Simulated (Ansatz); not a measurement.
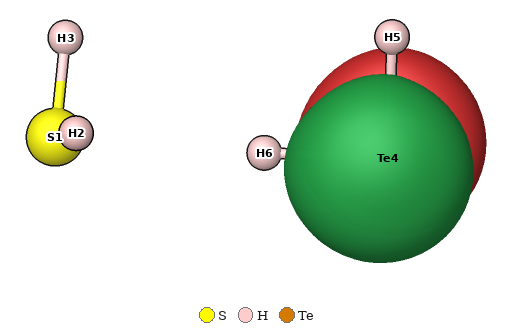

*H2S···H2Te (SMILES S.[TeH2]). One frontier orbital at ±0.15 Å⁻³ᐟ² (green and red are the two phases), seen across its widest extent.*

Geometry: PBE0-D4/def2-TZVP; core potentials replace the inner electrons of Te.

Method: RKS PBE0-D4/def2-TZVPPD in Ansatz.

```yaml
atoms:
  - { symbol: S, position_ang: [-0.5157, -0.4208, -1.9543] }
  - { symbol: H, position_ang: [-0.2215, 0.8868, -1.8954] }
  - { symbol: H, position_ang: [0.7736, -0.7732, -1.8384] }
  - { symbol: Te, position_ang: [-0.5451, 0.2153, 2.4515] }
  - { symbol: H, position_ang: [1.1084, 0.2864, 2.3934] }
  - { symbol: H, position_ang: [-0.5997, -0.1944, 0.8432] }
```

Which orbital is it: HOMO or LUMO?

The HOMO, at −6.43 eV. It lies mainly on Te4 (about 95 %).
